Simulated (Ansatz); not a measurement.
**Bands, cutoff and cost in G0W0 for CsAuBr3 (I4/mmm)**

Aim: see how the G0W0 gap of CsAuBr3 (I4/mmm) on LDA moves with empty bands and screening cutoff, and what each rung costs.

Program: Ansatz 0.2.0. Level of theory: G0W0 on LDA, plane waves, PAW. Results are calculated unless marked as measured.

In doubt: one-shot GW on d or f shells is unsure (steps 2, 3, 4, 5), so the values of those runs are not to be relied on.

### Step 1. The structure

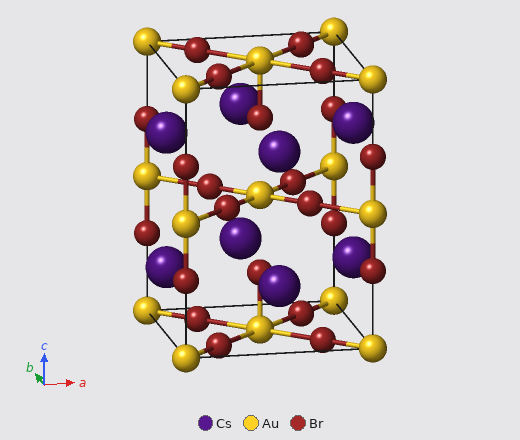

The starting structure, seen slightly off an axis (caesium purple, gold yellow, bromine red). This picture shows the conventional cell, with its axes. Some periodic images of atoms are drawn too.

The cell and positions come from the Crystallography Open Database and are kept as given unless a step says otherwise. Spin-orbit coupling is left out unless a step names it.

### Step 2. 772 empty bands, screening to 100 eV

G0W0 replaces the xc potential by the self-energy, built once from these orbitals. Only a window of levels is corrected, while the sums run over the empty bands that the input names. This step takes hard PAW files.

The input, input.yaml:

```yaml
crystal:
  lattice:
    - [-3.8796, 3.8796, 5.65395]
    - [3.8796, -3.8796, 5.65395]
    - [3.8796, 3.8796, -5.65395]
  atoms:
    - { symbol: Cs, position: [0.75, 0.25, 0.5] }
    - { symbol: Cs, position: [0.25, 0.75, 0.5] }
    - { symbol: Au, position: [0.0, 0.0, 0.0] }
    - { symbol: Au, position: [0.5, 0.5, 0.0] }
    - { symbol: Br, position: [0.222, 0.222, 0.444] }
    - { symbol: Br, position: [0.222, 0.778, 0.0] }
    - { symbol: Br, position: [0.778, 0.778, 0.556] }
    - { symbol: Br, position: [0.778, 0.222, 0.0] }
    - { symbol: Br, position: [0.7122, 0.7122, 0.0] }
    - { symbol: Br, position: [0.2878, 0.2878, 0.0] }
kpoints:
  mp_grid: { grid: [4, 4, 4] }
hamiltonian:
  xc: lda
  pseudopotentials: { kind: paw, source: ansatz }
scf:
  occupations: { method: fixed }
gw:
  n_empty_bands: 772
  ecut_chi: 100.0
  qp_bands: [v3, c3]
  qp_kpoints: band_edges
  screening: { model: contour_deformation }
```

The run is started by

```bash
> ansatz run input.yaml --threads 16 --pin off --max-ram 82944MiB --backend cuda --events-out ev --progress --plain --runs-dir out --devices 1 --max-vram 78GiB
```

Numbers of over 12 decimals in the logs are rounded to 6 here.

The program printed:

```text
GPUs: using 1 of 1 available (devices: 1).
Engine: ansatz 0.2.0, aarch64-unknown-linux-gnu
Pseudopotentials: kind: paw
Pseudopotential: Cs, paw, valence charge 9, recommended cutoff 520 eV (normal), Cs.paw.azcp
Pseudopotential: Au, paw, valence charge 19, recommended cutoff 617 eV (normal), Au.paw.azcp
Pseudopotential: Br, paw, valence charge 17, recommended cutoff 680 eV (normal), Br.paw.azcp
Functional definition: SPW92
  exchange = slater_x
  correlation = pw_c
[...]
Crystal: 10 atoms, lattice volume = 340.397 Å³
Basis set: ecut = 680 eV, 13677 PW (Γ)
Bands: 95, of which v1, the nominal top of the filled ones, is band 79 counted from 1 (78 counted from 0)
Symmetry: 16 space group operations
Space group: I4/mmm (ITA 139), of the structure as read, at distance tolerance 7.0e-5 Å
k-points: 13 of 64
Non-local potential: Cs, projectors of the file, l = 0: 3, l = 1: 2, l = 2: 2, l = 3: 3
Non-local potential: Au, projectors of the file, l = 0: 3, l = 1: 3, l = 2: 2, l = 3: 2
Non-local potential: Br, projectors of the file, l = 0: 2, l = 1: 2, l = 2: 3, l = 3: 1
PAW form: soft (Blöchl's): semilocal exchange-correlation on the pseudo side does not see the compensation charge
PAW frozen core: Cs, regenerated for the run's functional, and the local potential with it (the file was generated under x = pbe(κ = 0.804, μ = 0.219515), c = pbe(β = 0.066725))
PAW frozen core: Au, regenerated for the run's functional, and the local potential with it (the file was generated under x = pbe(κ = 0.804, μ = 0.219515), c = pbe(β = 0.066725))
PAW frozen core: Br, regenerated for the run's functional, and the local potential with it (the file was generated under x = pbe(κ = 0.804, μ = 0.219515), c = pbe(β = 0.066725))
PAW one-centre angular grid: Cs, 194 points (default); XC on 64 Gauss nodes
PAW one-centre angular grid: Au, 590 points (default); XC on 96 Gauss nodes
PAW one-centre angular grid: Br, 590 points (default); XC on 64 Gauss nodes
Initial density: superposition of atomic densities (chi_scale 0.1, normalization cell, long waves kept (reshape's long-wave potential 0.00 eV rms))
Initial wavefunctions: pseudopotential atomic-orbital guess
[...]
Functional: x = slater, c = lda
SCF iter   1: F=—  HF=-73140.623370 eV  |F-HF|=—  |Δ(HF+E_count)|=         —  Δρ=4.53e-2  dr2=1.50e1  ethr=3.10e-3  ⟨swp⟩=11.9  Hψ=5249  notcnv=0  defer=179
preconditioner: auto → Resta (q_TF=auto, 2.401 Å⁻¹)  ε∞=4.0  [insulator: Δε(μ)=1.371 eV  Ē_g=10.229 eV  n_scr=64 (ndim 8)  ℏωp=17.8 eV  f_vac=0.104  ε∞_Penn≈4.0]
SCF iter   2: F=—  HF=-73136.248789 eV  |F-HF|=—  |Δ(HF+E_count)|=    4.37e0  Δρ=2.00e-2  dr2=3.56e0  ethr=3.10e-3  ⟨swp⟩=8.4  Hψ=2684  notcnv=0  defer=173
SCF iter   3: F=—  HF=-73134.851859 eV  |F-HF|=—  |Δ(HF+E_count)|=    1.40e0  Δρ=1.06e-2  dr2=1.02e0  ethr=2.25e-3  ⟨swp⟩=5.8  Hψ=2569  notcnv=0  defer=176
SCF iter   4: F=—  HF=-73134.522437 eV  |F-HF|=—  |Δ(HF+E_count)|=   3.29e-1  Δρ=4.03e-3  dr2=1.33e-1  ethr=6.48e-4  ⟨swp⟩=5.2  Hψ=2162  notcnv=0  defer=181
SCF iter   5: F=—  HF=-73134.477279 eV  |F-HF|=—  |Δ(HF+E_count)|=   4.52e-2  Δρ=2.25e-3  dr2=2.87e-2  ethr=8.43e-5  ⟨swp⟩=5.8  Hψ=2700  notcnv=0  defer=181
SCF iter   6: F=—  HF=-73134.469728 eV  |F-HF|=—  |Δ(HF+E_count)|=   7.55e-3  Δρ=8.38e-4  dr2=3.05e-3  ethr=1.82e-5  ⟨swp⟩=5.0  Hψ=2186  notcnv=0  defer=182
[...]
SCF iter   8: F=—  HF=-73134.469557 eV  |F-HF|=—  |Δ(HF+E_count)|=   8.37e-5  Δρ=6.05e-5  dr2=9.89e-6  ethr=6.81e-8  ⟨swp⟩=3.2  Hψ=2561  notcnv=0  defer=182
SCF iter   9: F=—  HF=-73134.469557 eV  |F-HF|=—  |Δ(HF+E_count)|=   7.12e-8  Δρ=1.20e-5  dr2=5.21e-7  ethr=6.26e-9  ⟨swp⟩=3.8  Hψ=2812  notcnv=0  defer=182
SCF iter  10: F=-73134.469558 eV  HF=-73134.469558 eV  |F-HF|=7.14e-9  |Δ(HF+E_count)|=   3.92e-7  Δρ=2.86e-6  dr2=3.61e-8  ethr=6.33e-11  ⟨swp⟩=29.5  Hψ=11761  notcnv=0
SCF 1 converged in 10 iterations: F = -73134.469558 eV  dr2 = 3.61e-8
  greatest PAW one-centre occupation: 0.998 electrons in one spin orbital (limit 2), on the Br atom at site 6 (counted from 0), in its partial waves of l = 2
[...]
NSCF: frozen V_eff on 13 k-points
[...]
SCF converged after 10 iterations
[...]
3    80      6.5277   -19.4319    -2.0716   -22.0263  0.7082     7.0710     7.0505  root
     3    81      8.1645   -13.3558    -3.6160   -17.6937  0.7315     8.9244     8.8864  root
     3    82      9.7858    -5.0145    -3.7883    -9.4329  0.7747    10.4456    10.4158  root
     4    77      4.4814   -21.7134     2.9599   -18.1825  0.6916     3.8792     3.9104  root
     4    78      4.5602   -23.1808     3.2608   -19.3738  0.6831     3.9847     4.0141  root
     4    79      4.6841   -22.1702     3.1358   -18.4292  0.6921     4.0435     4.0789  root
     4    80      6.6706   -19.7438    -1.9456   -22.1732  0.7065     7.1719     7.1544  root
     4    81      9.0854   -12.1665    -4.1009   -16.9900  0.7364     9.8806     9.8079  root
     4    82      9.7969   -10.8261    -4.2839   -15.8380  0.7202    10.5649    10.5248  root
     5    77      4.4647   -23.2206     3.4225   -19.2383  0.6769     3.8708     3.9048  root
     5    78      4.6653   -23.1370     3.1936   -19.3813  0.6891     4.0736     4.1031  root
     5    79      5.1294   -22.7477     1.8856   -20.6191  0.7108     4.8832     4.8864  root
     5    80      6.0861   -18.3889    -1.9558   -20.8482  0.7221     6.6045     6.5895  root
     5    81      8.7857   -11.2561    -3.9826   -15.9269  0.7301     9.5173     9.4740  root
     5    82      9.0092   -10.6731    -4.0583   -15.4743  0.7701     9.8220     9.7521  root
     6    77      4.5166   -23.0506     3.2559   -19.2485  0.6821     3.9404     3.9704  root
     6    78      4.6046   -22.3830     3.2255   -18.5554  0.6882     3.9659     4.0025  root
     6    79      4.8237   -23.0854     2.2657   -20.5082  0.7022     4.5061     4.5124  root
     6    80      6.4976   -18.9703    -2.0710   -21.5553  0.7119     7.0309     7.0116  root
     6    81      8.5976   -11.7652    -3.9086   -16.3827  0.7408     9.3629     9.3065  root
     6    82      9.9603   -11.1154    -4.3146   -16.1855  0.7636    10.7984    10.7158  root
     7    77      4.4588   -22.0518     3.2769   -18.1355  0.6892     3.7770     3.8195  root
     7    78      4.5641   -22.2099     3.2188   -18.3870  0.6877     3.9223     3.9599  root
     7    79      4.5641   -22.2099     3.2188   -18.3870  0.6877     3.9223     3.9599  root
[...]
7    82     10.2874   -12.8918    -4.6278   -18.3390  0.7114    11.2056    11.1069  root ?
[...]
11    81      9.7707   -13.1137    -4.3922   -18.2447  0.7168    10.5698    10.5095  root
    11    82      9.8824   -12.3221    -4.3657   -17.4863  0.7566    10.7673    10.6809  root
    12    77      4.6466   -23.7532     3.4290   -19.7420  0.6844     4.0309     4.0643  root
    12    78      4.6466   -23.7532     3.4290   -19.7420  0.6844     4.0309     4.0643  root
    12    79      4.6576   -20.0763     2.8673   -16.5317  0.7023     3.9348     3.9803  root
    12    80      6.9666   -20.3513    -2.3392   -23.2228  0.6828     7.5300     7.4989  root
    12    81      9.5178   -13.8749    -4.1966   -18.8372  0.6571    10.2756    10.2835  root
    12    82     10.5338    -4.9179    -3.8822    -9.4427  0.7687    11.2113    11.1763  root
```

Wall time 58 s (1 × NVIDIA GB200 (shared by 2 runs) with 16 threads of Arm Neoverse V2, shared host); peak memory 6.3 GiB.

This step gave:

```
bands summed                                 : 851
RPA ε∞ on this mesh (eigenvalues)            : 3.903, 11.75, 11.75
plane waves in the screening matrix          : 757
q-points in the mesh                         : 64
G0W0 gap on the mesh                         : 1.627 eV
k of the valence top                         : 0.25, -0.25, 0.25
k of the conduction bottom                   : 0.25, -0.25, 0.25
starting gap on the mesh                     : 0.9012 eV
Z at the valence top                         : 0.7129
Z at the conduction bottom                   : 0.7224
least direct G0W0 gap on the computed points : 1.627 eV
```

The gap on the mesh goes from 0.90 eV to 1.63 eV, a correction of +0.73 eV. Between the two edge states, bare exchange in place of the xc potential would open the gap by 4.50 eV, and correlation takes back 3.77 eV.

### Step 3. 1564 empty bands, screening to 160 eV

Bands and screening cutoff are moved together, since each hides the error of the other.

Changes to input.yaml since step 2:

```diff
@@ -24,4 +24,4 @@
 gw:
-  n_empty_bands: 772
-  ecut_chi: 100.0
+  n_empty_bands: 1564
+  ecut_chi: 160.0
   qp_bands: [v3, c3]
```

The program printed:

```text
GPUs: using 1 of 1 available (devices: 1).
[...]
Crystal: 10 atoms, lattice volume = 340.397 Å³
Basis set: ecut = 680 eV, 13677 PW (Γ)
Bands: 95, of which v1, the nominal top of the filled ones, is band 79 counted from 1 (78 counted from 0)
Symmetry: 16 space group operations
[...]
k-points: 13 of 64
[...]
SCF iter   1: F=—  HF=-73140.623370 eV  |F-HF|=—  |Δ(HF+E_count)|=         —  Δρ=4.53e-2  dr2=1.50e1  ethr=3.10e-3  ⟨swp⟩=11.9  Hψ=5249  notcnv=0  defer=179
[...]
SCF iter   6: F=—  HF=-73134.469728 eV  |F-HF|=—  |Δ(HF+E_count)|=   7.55e-3  Δρ=8.38e-4  dr2=3.05e-3  ethr=1.82e-5  ⟨swp⟩=5.0  Hψ=2186  notcnv=0  defer=182
[...]
SCF iter   8: F=—  HF=-73134.469557 eV  |F-HF|=—  |Δ(HF+E_count)|=   8.37e-5  Δρ=6.05e-5  dr2=9.89e-6  ethr=6.81e-8  ⟨swp⟩=3.2  Hψ=2561  notcnv=0  defer=182
[...]
SCF iter  10: F=-73134.469558 eV  HF=-73134.469558 eV  |F-HF|=7.14e-9  |Δ(HF+E_count)|=   3.92e-7  Δρ=2.86e-6  dr2=3.61e-8  ethr=6.33e-11  ⟨swp⟩=29.5  Hψ=11761  notcnv=0
SCF 1 converged in 10 iterations: F = -73134.469558 eV  dr2 = 3.61e-8
[...]
NSCF: frozen V_eff on 13 k-points
[...]
SCF converged after 10 iterations
[...]
3    80      6.5277   -19.4319    -2.2822   -22.0263  0.7053     6.8459     6.8398  root
     3    81      8.1645   -13.3558    -3.7836   -17.6937  0.7248     8.7254     8.7188  root
     3    82      9.7858    -5.0145    -3.8537    -9.4329  0.7746    10.3728    10.3505  root
     4    77      4.4814   -21.7134     2.7949   -18.1825  0.6907     3.6783     3.7454  root
     4    78      4.5602   -23.1808     3.0966   -19.3738  0.6823     3.7873     3.8499  root
     4    79      4.6841   -22.1702     2.9732   -18.4292  0.6913     3.8400     3.9165  root
     4    80      6.6706   -19.7438    -2.1593   -22.1732  0.7034     6.9453     6.9407  root
     4    81      9.0854   -12.1665    -4.2671   -16.9900  0.7304     9.6775     9.6418  root
[...]
8    79      4.6652   -20.0996     2.7146   -16.5560  0.7017     3.7324     3.8362  root ?
[...]
9    77      4.5489   -19.9107     2.7478   -16.3390  0.6984     3.6210     3.7250  root ?
[...]
12    78      4.6466   -23.7532     3.2644   -19.7420  0.6836     3.8283     3.8997  root
    12    79      4.6576   -20.0763     2.7163   -16.5317  0.7015     3.7259     3.8294  root ?
    12    80      6.9666   -20.3513    -2.5517   -23.2228  0.6794     7.2963     7.2864  root
    12    81      9.5178   -13.8749    -4.3800   -18.8372  0.6628    10.0815    10.1001  root
    12    82     10.5338    -4.9179    -3.9457    -9.4427  0.7686    11.1389    11.1128  root
```

Wall time 3.1 min (1 × NVIDIA GB200 (shared by 2 runs) with 16 threads); peak memory 14 GiB.

Numbers from this step:

* bands summed: 1643
* RPA ε∞ on this mesh (eigenvalues): 3.898, 11.72, 11.72
* plane waves in the screening matrix: 1519
* q-points in the mesh: 64
* G0W0 gap on the mesh: 1.626 eV
* k of the valence top: 0.25, -0.25, 0.25
* k of the conduction bottom: 0.25, -0.25, 0.25
* starting gap on the mesh: 0.9012 eV
* Z at the valence top: 0.7106
* Z at the conduction bottom: 0.7195
* least direct G0W0 gap on the computed points: 1.626 eV

Against the run with 4×4×4 mesh, 772 empty bands, screening to 100 eV, hard PAW files, the gap moves by −0.001 eV.

### Step 4. 2873 empty bands, screening to 240 eV

Changes to input.yaml since step 3:

```diff
@@ -24,4 +24,4 @@
 gw:
-  n_empty_bands: 1564
-  ecut_chi: 160.0
+  n_empty_bands: 2873
+  ecut_chi: 240.0
   qp_bands: [v3, c3]
```

The program printed:

```text
GPUs: using 1 of 1 available (devices: 1).
[...]
Crystal: 10 atoms, lattice volume = 340.397 Å³
Basis set: ecut = 680 eV, 13677 PW (Γ)
Bands: 95, of which v1, the nominal top of the filled ones, is band 79 counted from 1 (78 counted from 0)
Symmetry: 16 space group operations
[...]
k-points: 13 of 64
[...]
12    77      4.6466   -23.7532     3.1764   -19.7420  0.6840     3.6944     3.8117  root ?
    12    78      4.6466   -23.7532     3.1764   -19.7420  0.6840     3.6944     3.8117  root ?
    12    79      4.6576   -20.0763     2.5544   -16.5317  0.7014     3.6032     3.6674  root
    12    80      6.9666   -20.3513    -2.6992   -23.2228  0.6778     7.1413     7.1389  root
    12    81      9.5178   -13.8749    -4.5125   -18.8372  0.6622     9.9611     9.9676  root
    12    82     10.5338    -4.9179    -3.9818    -9.4427  0.7686    11.0991    11.0767  root
[key lines of the parts left out:]
SCF converged after 10 iterations
```

The job ended after 8.4 min (1 × NVIDIA GB200 (shared by 2 runs) with 16 threads; peak memory 37 GiB; 19 min of CPU time).

This step gave:

| Property | Result |
| --- | --- |
| bands summed | 2952 |
| RPA ε∞ on this mesh (eigenvalues) | 3.897, 11.72, 11.72 |
| plane waves in the screening matrix | 2799 |
| G0W0 gap on the mesh | 1.614 eV |
| k of the valence top | 0.25, -0.25, 0.25 |
| k of the conduction bottom | 0.25, -0.25, 0.25 |
| starting gap on the mesh | 0.9012 eV |
| least direct G0W0 gap on the computed points | 1.614 eV |

Against the run with 4×4×4 mesh, 1564 empty bands, screening to 160 eV, hard PAW files, the gap moves by −0.012 eV.

### Step 5. Changing the k mesh: 6×6×6 mesh, 772 empty bands, screening to 100 eV, hard PAW files

Only the mesh changes. It samples the long-range screening, which converges on its own terms. Bands and cutoff differ from the step before, so it is read against an earlier run that matches them.

Changes to input.yaml since step 4:

```diff
@@ -17,3 +17,3 @@
 kpoints:
-  mp_grid: { grid: [4, 4, 4] }
+  mp_grid: { grid: [6, 6, 6] }
 hamiltonian:
@@ -24,4 +24,4 @@
 gw:
-  n_empty_bands: 2873
-  ecut_chi: 240.0
+  n_empty_bands: 772
+  ecut_chi: 100.0
   qp_bands: [v3, c3]
```

The program printed:

```text
GPUs: using 1 of 1 available (devices: 1).
[...]
Crystal: 10 atoms, lattice volume = 340.397 Å³
Basis set: ecut = 680 eV, 13677 PW (Γ)
Bands: 95, of which v1, the nominal top of the filled ones, is band 79 counted from 1 (78 counted from 0)
Symmetry: 16 space group operations
[...]
k-points: 30 of 216
[...]
20    80      6.0828   -18.4390    -1.8732   -20.8263  0.7294     6.6084     6.5969  root
    20    81      8.6713   -11.7043    -3.9096   -16.3736  0.7485     9.4779     9.4310  root
[...]
29    79      4.6592   -20.0725     2.8420   -16.5315  0.7077     3.9208     3.9603  root
    29    80      6.9684   -20.3600    -2.3238   -23.2210  0.6851     7.5379     7.5057  root
    29    81      9.5145   -13.8738    -4.1701   -18.8359  0.7021    10.3199    10.3065  root
    29    82     10.5337    -4.9214    -3.8516    -9.4428  0.7766    11.2329    11.2034  root
[key lines of the parts left out:]
SCF converged after 10 iterations
```

The job ended after 7.6 min (1 × NVIDIA GB200 (shared by 2 runs) with 16 threads; peak memory 13 GiB).

Numbers from this step:

```
bands summed                                 : 851
RPA ε∞ on this mesh (eigenvalues)            : 3.910, 9.762, 9.762
plane waves in the screening matrix          : 757
G0W0 gap on the mesh                         : 1.662 eV
k of the valence top                         : 0.1667, -0.3333, 0.3333
k of the conduction bottom                   : 0.1667, -0.3333, 0.3333
starting gap on the mesh                     : 0.9175 eV
least direct G0W0 gap on the computed points : 1.662 eV
```

Against the run with 4×4×4 mesh, 772 empty bands, screening to 100 eV, hard PAW files, the gap moves by +0.04 eV. A band edge is found at another k point on this mesh.

### Step 6. Convergence and cost

Times are wall times on 1 × NVIDIA GB200 (shared by 2 runs) with 16 threads of Arm Neoverse V2, shared host, good to a factor of about two.

| mesh | files | frequency | bands summed | cutoff (eV) | start (eV) | G0W0 (eV) | time | host memory (GiB) |
| --- | --- | --- | --- | --- | --- | --- | --- | --- |
| 4×4×4 | hard PAW | contour deformation | 851 | 100 | 0.901 | 1.627 | 58 s | 6.3 |
| 4×4×4 | hard PAW | contour deformation | 1643 | 160 | 0.901 | 1.626 | 3.1 min | 14 |
| 4×4×4 | hard PAW | contour deformation | 2952 | 240 | 0.901 | 1.614 | 8.4 min | 37 |
| 6×6×6 | hard PAW | contour deformation | 851 | 100 | 0.917 | 1.662 | 7.6 min | 13 |

The parts of the quasiparticle energy at the two band edges (eV; QP = start + Σx + Σc − Vxc):

| run | edge | start | Σx | Σc | Vxc | Z | QP |
| --- | --- | --- | --- | --- | --- | --- | --- |
| 851 bands | valence top | 5.18 | -22.81 | 1.81 | -20.78 | 0.71 | 4.96 |
| 851 bands | conduction bottom | 6.08 | -18.35 | -1.96 | -20.82 | 0.72 | 6.58 |
| 1643 bands | valence top | 5.18 | -22.81 | 1.61 | -20.78 | 0.71 | 4.75 |
| 1643 bands | conduction bottom | 6.08 | -18.35 | -2.17 | -20.82 | 0.72 | 6.38 |
| 2952 bands | valence top | 5.18 | -22.81 | 1.48 | -20.78 | 0.71 | 4.63 |
| 2952 bands | conduction bottom | 6.08 | -18.35 | -2.30 | -20.82 | 0.72 | 6.24 |

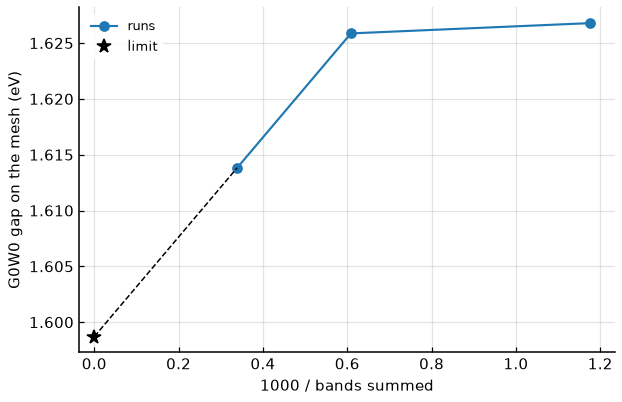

The gap against one over the number of bands; the dashed line carries the two highest rungs to the limit.

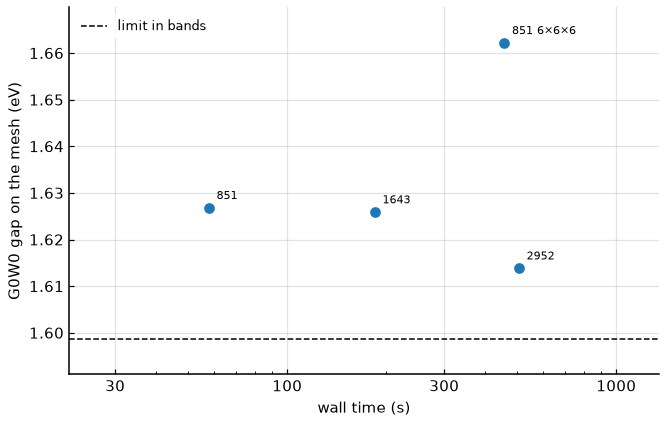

Result against wall time.

### Step 7. What came out

```yaml
851_bands_100_ev: 1.627 eV
1643_bands_160_ev: 1.626 eV
2952_bands_240_ev: 1.614 eV
estimated_limit_in_bands_and_cutoff: 1.60 eV
mesh_and_start: 4×4×4, LDA
```

**Reading.** A line in one over the bands through the two highest rungs gives 1.60 eV, −0.02 eV from the top rung; the pair below gives 1.62 eV, in fair agreement. The rungs stand 0.03 eV (851 bands), 0.03 eV (1643 bands) and 0.02 eV (2952 bands) from it. From 851 to 2952 bands the gap moves by −0.01 eV while the time grows 8.8-fold. Σc changes by −0.33 eV at the valence top and −0.34 eV at the conduction bottom, so the levels themselves move more than the gap between them. On the 6×6×6 mesh in place of 4×4×4 the gap differs by +0.04 eV, of which +0.02 eV is already in the start. Gaps are over the mesh's points; an edge off the mesh would be missed. A d shell, filled or nearly so, lies near the gap. One-shot GW converges very slowly in bands there, not always from below, and on a semilocal start the gap tends to come out low; starts rich in exact exchange can overshoot instead. The many-body steps are scalar-relativistic: spin-orbit coupling is not in them.

[Paths, hosts, dates, memory and timing lines, banners, echoed tables and standing remarks are left out of the program output.]

[Logs are printed without paths, hosts, clocks, repeated set-up lines and the standing remarks that a program may print on its own settings, such as how far it seeks lower states.]

[Runs of the session that timed out or met a known fault of the program may be left out.]

[Cells called generated may have been cut or substituted from an entry of the Crystallography Open Database or the Materials Project.]

[Hosts, paths, dates, database ids (printed as entryN), source tags and the programs' standing remarks are cut or masked in the printed files.]
